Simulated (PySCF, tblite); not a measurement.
# C₆H₆Cl₂F radical: geometry, infrared bands and EPR parameters

Wanted: the infrared bands and EPR parameters of C₆H₆Cl₂F radical (`C[C@@H]1C=C(Cl)[C](Cl)[C@H]1F`), by calculation.

Programs: tblite 0.8.0 and PySCF 2.14.0, with density-fitted response routines of our own. Each step states its level of theory. These are calculated values for one molecule in the gas phase, unless marked as measured. Atoms count from 0, in the outputs and in this text.

## 1. The starting structure

15 atoms, charge 0, multiplicity 2; geometry from: force field or distance geometry start.

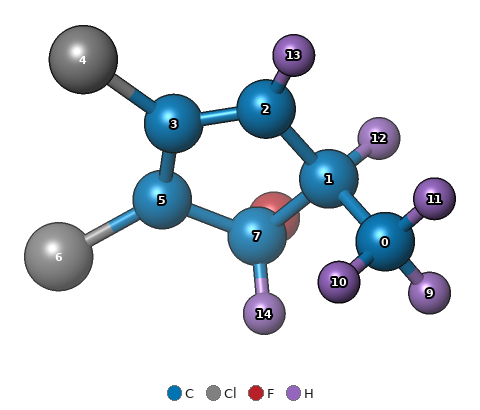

As it starts; carbon blue, chlorine grey, fluorine red, hydrogen purple, atoms numbered.

## 2. Geometry optimisation with GFN2-xTB

The job: settings as JSON, then the geometry in Å.

```
{"job": {"kind": "relax", "xc": "GFN2-xTB", "basis": "xTB"}, "charge": 0, "multiplicity": 2}
C     -1.833600     0.106000    -0.149900
C     -0.530700    -0.060000     0.590700
C      0.332900     1.172900     0.498200
C      1.478700     0.935700    -0.133000
Cl     2.675100     2.088900    -0.431500
C      1.567400    -0.450200    -0.485800
Cl     2.691300    -1.144100    -1.548200
C      0.360900    -1.168400    -0.015100
F      0.678000    -2.074600     0.955800
H     -2.442700    -0.809300    -0.089300
H     -1.682700     0.340100    -1.209200
H     -2.438300     0.918200     0.287600
H     -0.736100    -0.284200     1.664400
H      0.024500     2.142900     0.869500
H     -0.149300    -1.706000    -0.826200
```

Started as:

```
$ OMP_NUM_THREADS=1 python probes_run.py task.json out
```

One launch serves the whole session: the jobs run in the order shown.

Standard output:

```text
step      E/eV     max force
  0    -807.76131    2.133
  1    -807.85164    0.896
  2    -807.86595    0.283
  3    -807.87122    0.185
  4    -807.87697    0.175
  5    -807.88002    0.178
  6    -807.88236    0.131
  7    -807.88451    0.143
  8    -807.88700    0.136
  9    -807.88932    0.164
 10    -807.89105    0.107
 11    -807.89220    0.088
 12    -807.89309    0.075
 13    -807.89386    0.077
 14    -807.89445    0.057
 15    -807.89487    0.048
 16    -807.89524    0.060
 17    -807.89562    0.071
 18    -807.89604    0.067
 19    -807.89643    0.050
 20    -807.89672    0.035
 21    -807.89692    0.034
 22    -807.89707    0.028
 23    -807.89717    0.026
 24    -807.89725    0.022
 25    -807.89733    0.026
 26    -807.89741    0.025
 27    -807.89750    0.027
 28    -807.89758    0.020
 29    -807.89764    0.020
 30    -807.89769    0.018
 31    -807.89774    0.020
 32    -807.89779    0.020
 33    -807.89785    0.017
 34    -807.89791    0.023
 35    -807.89798    0.023
 36    -807.89805    0.021
 37    -807.89810    0.015
 38    -807.89814    0.016
 39    -807.89818    0.016
 40    -807.89822    0.017
 41    -807.89826    0.016
 42    -807.89830    0.012
 43    -807.89833    0.013
 44    -807.89837    0.015
 45    -807.89842    0.016
 46    -807.89846    0.015
 47    -807.89850    0.019
 48    -807.89857    0.024
 49    -807.89868    0.030
 50    -807.89882    0.036
 51    -807.89894    0.029
 52    -807.89902    0.020
 53    -807.89909    0.021
 54    -807.89915    0.024
 55    -807.89921    0.022
 56    -807.89925    0.015
 57    -807.89929    0.017
 58    -807.89932    0.018
 59    -807.89936    0.019
 60    -807.89939    0.016
 61    -807.89941    0.011
 62    -807.89942    0.014
 63    -807.89943    0.011
 64    -807.89944    0.007
```

Run time: 0.5 s. Hardware: 1 thread of Arm Neoverse V1, shared host.

The steps of the relaxation: (not every step is listed)

```
step  energy from step 0 (eV)  largest force (eV/Å)
   0                   0.0000                2.1329
   1                  -0.0903                0.8962
   2                  -0.1046                0.2832
   3                  -0.1099                0.1853
   4                  -0.1157                0.1751
   5                  -0.1187                0.1780
   6                  -0.1210                0.1306
   7                  -0.1232                0.1434
   8                  -0.1257                0.1359
  13                  -0.1326                0.0774
  18                  -0.1347                0.0666
  23                  -0.1359                0.0260
  28                  -0.1363                0.0197
  33                  -0.1365                0.0173
  38                  -0.1368                0.0161
  43                  -0.1370                0.0133
  48                  -0.1373                0.0243
  53                  -0.1378                0.0209
  58                  -0.1380                0.0184
  59                  -0.1381                0.0193
  60                  -0.1381                0.0159
  61                  -0.1381                0.0108
  62                  -0.1381                0.0136
  63                  -0.1381                0.0114
  64                  -0.1381                0.0070
```

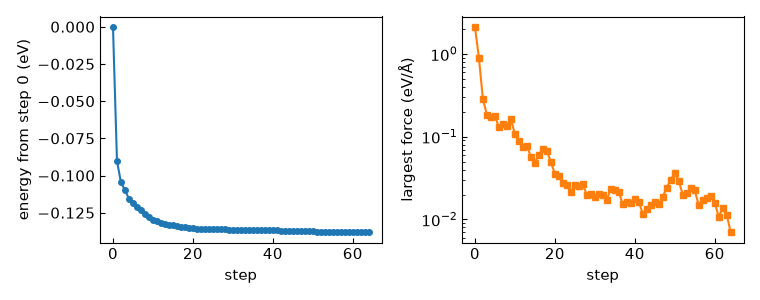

Energy and largest force along the relaxation.

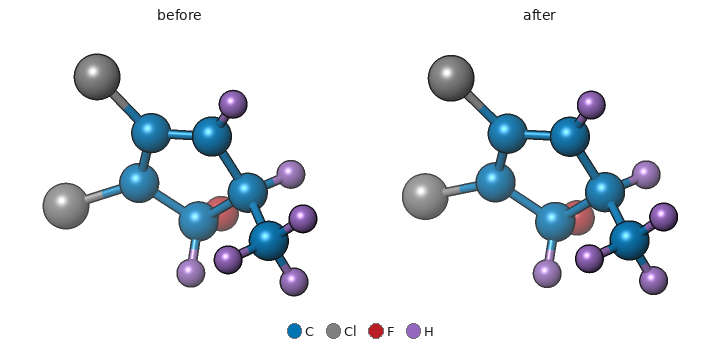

Before and after, at one scale.

Distances of close pairs at the start and the end, largest changes first:

```
  bond  before (Å)  after (Å)  change (Å)
 C2–C3       1.329      1.370      +0.041
 C3–C5       1.433      1.393      -0.040
C3–Cl4       1.688      1.712      +0.023
 C0–C1       1.508      1.530      +0.022
 C7–F8       1.365      1.387      +0.022
C1–H12       1.116      1.096      -0.020
 C5–C7       1.481      1.499      +0.018
C0–H11       1.103      1.086      -0.017
```

The end geometry stands in the next job.

## 3. Harmonic vibrations with GFN2-xTB

The job: settings as JSON, then the geometry in Å.

```
{"job": {"kind": "ir", "xc": "GFN2-xTB", "basis": "xTB"}, "charge": 0, "multiplicity": 2}
C     -1.884204     0.113467    -0.114171
C     -0.530102    -0.046237     0.579347
C      0.306738     1.191861     0.477130
C      1.488393     0.922520    -0.162078
Cl     2.710653     2.070246    -0.506509
C      1.576000    -0.421733    -0.517554
Cl     2.847943    -1.171140    -1.335195
C      0.345901    -1.146667    -0.062377
F      0.652392    -2.127886     0.868810
H     -2.454282    -0.809441    -0.046845
H     -1.742020     0.366470    -1.161882
H     -2.452864     0.908258     0.360604
H     -0.701381    -0.308779     1.629130
H     -0.007786     2.147584     0.846746
H     -0.159795    -1.680534    -0.877069
```

Standard output:

```text
mode    cm-1     km/mol
  1      45.6      1.07
  2     115.1      0.27
  3     140.4      0.30
  4     159.0      1.93
  5     221.7      0.03
  6     223.5      1.21
  7     304.7      3.80
  8     335.3      1.26
  9     387.7      5.67
 10     453.8      3.18
 11     474.6      0.18
 12     535.2      0.93
 13     569.2      3.67
 14     672.4     13.89
 15     716.0      7.45
 16     886.9     20.33
 17     899.6     21.10
 18     963.8      6.70
 19     996.7     58.36
 20    1044.3      0.56
 21    1078.6      1.76
 22    1095.9      1.90
 23    1135.1     21.76
 24    1164.3      7.50
 25    1204.8     14.07
 26    1248.2      6.08
 27    1264.3      6.55
 28    1284.5      2.64
 29    1359.4     26.56
 30    1400.5      4.17
 31    1451.5     20.58
 32    1488.8      6.51
 33    1493.3      3.70
 34    2896.3     12.11
 35    2924.8      7.55
 36    3044.9     19.66
 37    3045.3     21.09
 38    3052.6     15.38
 39    3167.2      4.17
```

It took 0.64 s on 1 thread of Arm Neoverse V1, shared host.

Which atoms move in the most intense modes:

```
cm⁻¹  km/mol                                 atoms
 887    20.3            C7 26 %, H11 14 %, C1 11 %
 900    21.1    C3 39 %, C5 19 %, C7 17 %, C2 11 %
 997    58.4                      C7 53 %, F8 19 %
1135    21.8  H14 18 %, C5 17 %, H12 13 %, C1 12 %
1359    26.6                      C3 47 %, C5 38 %
1452    20.6                      C2 44 %, C3 38 %
3045    19.7                               H9 91 %
3045    21.1                              H10 91 %
```

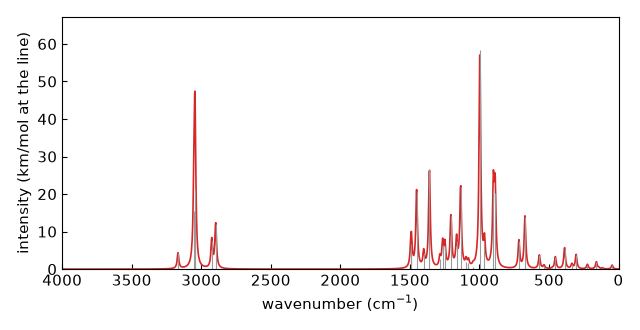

The infrared spectrum from these modes, unscaled. Lines are broadened to a width of 14 cm⁻¹ (Lorentzian).

## 4. EPR parameters: B3LYP/pcH-1

Settings changed since step 3:

```diff
@@ -1,2 +1,2 @@
-{"job": {"kind": "ir", "xc": "GFN2-xTB", "basis": "xTB"}, "charge": 0, "multiplicity": 2}
+{"job": {"kind": "epr", "basis": "pcH-1"}, "charge": 0, "multiplicity": 2}
 C     -1.884204     0.113467    -0.114171
```

Method: UKS B3LYP, pcH-1 on C Cl F H, non-relativistic, mean-field spin-orbit, GIAO.

Standard output:

```text
UKS, coarse grid
  cycle   1  E = -1252.38351270  |g| = 4.57e-01
  cycle   2  E = -1252.29224043  |g| = 6.79e-01
  cycle   3  E = -1252.45244931  |g| = 9.82e-02
  cycle   4  E = -1252.45566624  |g| = 5.72e-02
  cycle   5  E = -1252.45729991  |g| = 1.38e-02
  cycle   6  E = -1252.45740835  |g| = 6.21e-03
  cycle   7  E = -1252.45744340  |g| = 3.17e-03
  cycle   8  E = -1252.45745374  |g| = 1.31e-03
  cycle   9  E = -1252.45745404  |g| = 5.22e-04
UKS, final grid
  cycle   1  E = -1252.45737912  |g| = 7.81e-04
  cycle   2  E = -1252.45737870  |g| = 1.21e-03
  cycle   3  E = -1252.45737942  |g| = 9.23e-05
  cycle   4  E = -1252.45737942  |g| = 2.17e-05
E = -1252.45737942 Eh   <S^2> = 0.7749 (exact 0.7500)
g shifts (ppm)      1          2          3
  rmc          -171       -171       -171
  gc              5         53         37
  oz_so        -506       2847       3670
  total        -673       2728       3536
hyperfine (MHz)  atom isotope    a_iso     a_fc   dipolar eigenvalues
    0   13C      28.68      28.69     -1.87     -1.82      3.69
    1   13C     -16.03     -16.04     -0.66      0.23      0.44
    2   13C      52.72      52.83    -49.38    -47.81     97.20
    3   13C     -52.47     -52.41    -28.19     13.14     15.06
    4  35Cl      -1.54      -1.59     -7.07      2.05      5.02
    5   13C      67.04      66.67    -52.81    -51.74    104.56
    6  35Cl       4.52       4.60    -22.66    -14.99     37.65
    7   13C     -14.46     -14.44     -1.51     -0.72      2.23
    8   19F     169.16     168.57    -46.94    -43.72     90.66
    9    1H       4.64       4.64     -1.70     -1.08      2.78
   10    1H      -1.44      -1.44     -2.25     -2.16      4.41
   11    1H      -1.19      -1.19     -2.54     -1.69      4.24
   12    1H      38.28      38.28     -3.59     -1.78      5.37
   13    1H     -40.95     -40.95    -24.16     -0.26     24.41
   14    1H      36.58      36.58     -2.98     -2.28      5.26
```

It took 2.2 min on 1 thread of Arm Neoverse V1, shared host; peak memory 1.1 GiB.

Principal g values 2.00165, 2.00505, 2.00586; g(iso) = 2.00418, against 2.00232 for a free electron.

Mean a(iso) over the nuclei that a row names, and the largest dipolar term of the row (other rows stand at the frozen geometry):

```
      nuclei  isotope  a(iso) (MHz)  a(iso) (G, at g = 2.0023)  largest dipolar term (MHz)
          F8      19F         169.2                       60.4                        90.7
          C5      13C          67.0                       23.9                       104.6
          C2      13C          52.7                       18.8                        97.2
          C3      13C         -52.5                      -18.7                       -28.2
         H13       1H         -40.9                      -14.6                        24.4
         H12       1H          38.3                       13.7                         5.4
         H14       1H          36.6                       13.1                         5.3
          C0      13C          28.7                       10.2                         3.7
          C1      13C         -16.0                       -5.7                        -0.7
          C7      13C         -14.5                       -5.2                         2.2
         Cl6     35Cl           4.5                        1.6                        37.7
         Cl4     35Cl          -1.5                       -0.5                        -7.1
H9, H10, H11       1H           0.7                        0.2                         4.4
```

Mulliken spin populations:

C0 0.01; C1 -0.04; C2 0.62; C3 -0.22; Cl4 -0.01; C5 0.57; Cl6 0.07; C7 -0.02; F8 0.02; H9 0.01; H10 0.00; H11 0.00; H12 0.01; H13 -0.03; H14 0.02

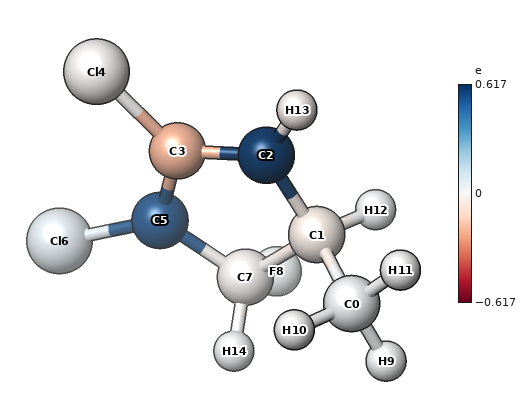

Mulliken spin populations, as colours on the atoms.

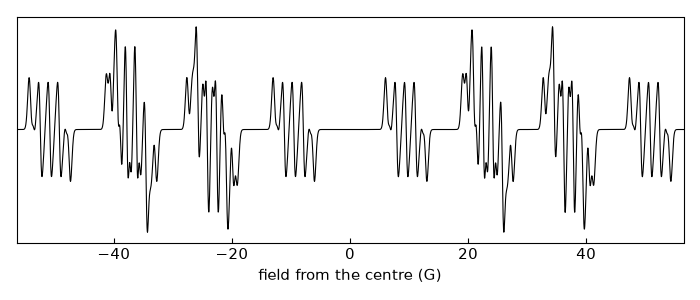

First-order isotropic spectrum (first derivative, main isotopes with spin only, couplings over 0.8 MHz, Gaussian width 0.3 G; couplings of the frozen geometry, rotation of groups not averaged beyond the rows shown).

The fields below are evaluated on a grid from the run's orbitals.

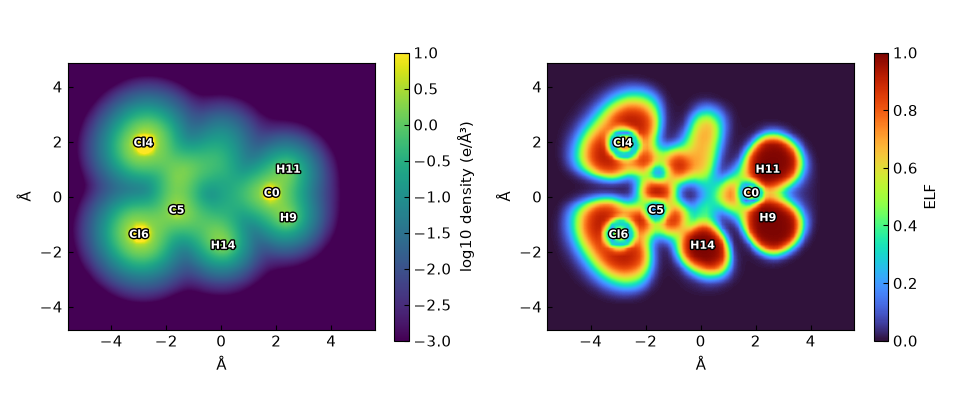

Density (left) and ELF (right) in a plane through or near 7 of the atoms.

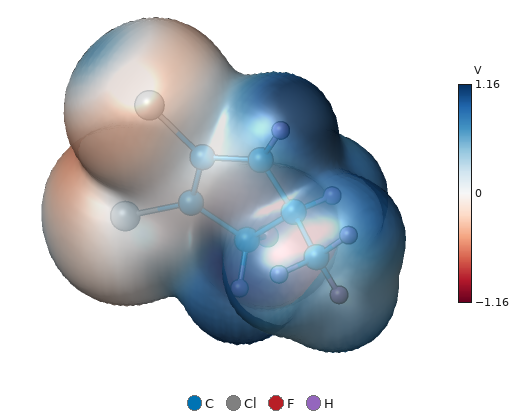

The potential that a unit positive charge feels on the 0.002 e/bohr³ surface, from -1.01 V near F8 to 1.16 V near H13.

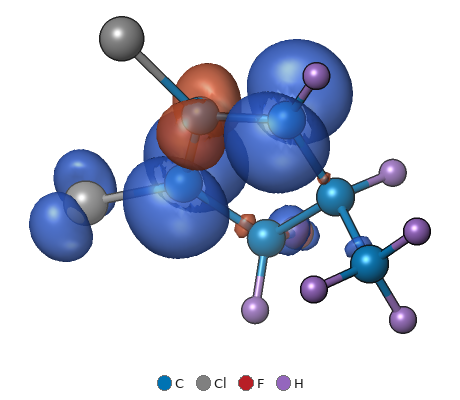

Spin density at ±0.03 e/Å³ (alpha excess blue, beta excess red).

## 5. What came out

| quantity | value |
| --- | --- |
| strongest single infrared mode (GFN2-xTB) | 997 cm⁻¹, 58 km/mol |
| zero-point energy (GFN2-xTB) | 64.3 kcal/mol |
| g(iso) (B3LYP) | 2.00418 |
| ⟨S²⟩ | 0.775 (exact 0.75) |
| largest a(iso) (averaged by class) | 19F on F8, 169.2 MHz |
| potential on the surface of density 0.002 e/bohr³, 1st and 99th percentile | -1.01 V and 1.16 V |

**Reading.** Relaxing lowered the energy by 0.138 eV in 64 steps; the close pair that moved most is C2–C3, from 1.329 to 1.370 Å. No mode is imaginary among the 39: a minimum at this level. The strongest single mode, at 997 cm⁻¹, moves mainly C7. GFN2-xTB is a fitted tight-binding method: band positions and strengths are rough. Its intensities can rank the bands wrongly. The largest spin populations lie on C2 (0.62 e), C5 (0.57 e). The isotropic g lies 1.9 ppt above the free-electron value. The conformer search found further structures of the same energy, which may be mirror or relabelled copies of this one.
